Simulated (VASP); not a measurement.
Band structure of SrVO$_{3}$ (cubic perovskite). Method: r2SCAN+rVV10, VASP's PBE PAW potentials (set 64) (plane waves; VASP).

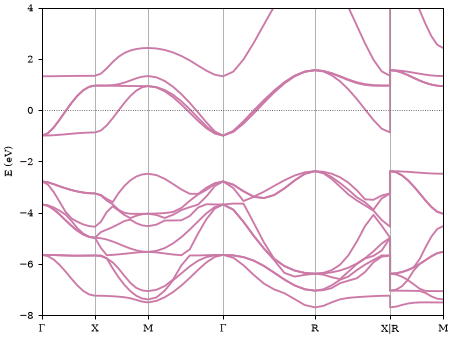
Figure. Bands along high-symmetry lines, zero at the valence-band maximum or, without a gap, the Fermi level

Problem. Read the plot: is there a gap, and where are the band edges?

Solution. It has no gap at this level: it comes out as a metal or semimetal.

The compound is SrVO3 in the cubic perovskite structure. It was relaxed first. The run is not spin-polarised, so no magnetic state was tried. The electron count is odd and the run is not spin-polarised, which forces a metal.
